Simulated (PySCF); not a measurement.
Molecule: SMILES CC/C=C\B(O)O. Atoms near the plane z = 0.8 Å, at the GFN2-xTB optimised geometry (x, y, z in Å): C2 (1.0, -1.9, -0.1), C3 (1.4, -0.5, -0.1), C4 (0.5, 0.5, 0.0), B5 (-1.0, 0.5, 0.0), O6 (-1.7, 1.7, 0.0), O7 (-1.8, -0.6, 0.0), H11 (1.3, -2.4, 0.8), H12 (-0.1, -2.0, -0.2), H13 (2.4, -0.3, -0.1), H14 (1.0, 1.5, 0.1), H15 (-1.2, 2.5, 0.0), H16 (-2.7, -0.4, 0.0).

Calculation: PySCF with B3LYP/def2-TZVP. The values are rescaled to run from 0 to 1.

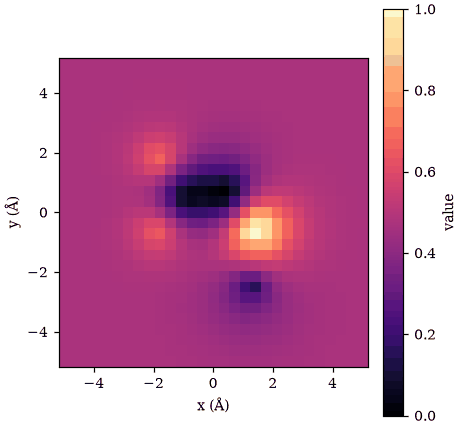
Figure: a field on the plane z = 0.8 Å.

Problem. Which quantity is mapped?
(A) deformation density (molecule minus spherical neutral atoms)
(B) electrostatic potential
(C) log10 of the electron density
(D) an orbital amplitude

Solution. D, an orbital amplitude. In full: LUMO amplitude (bohr^(-3/2)).
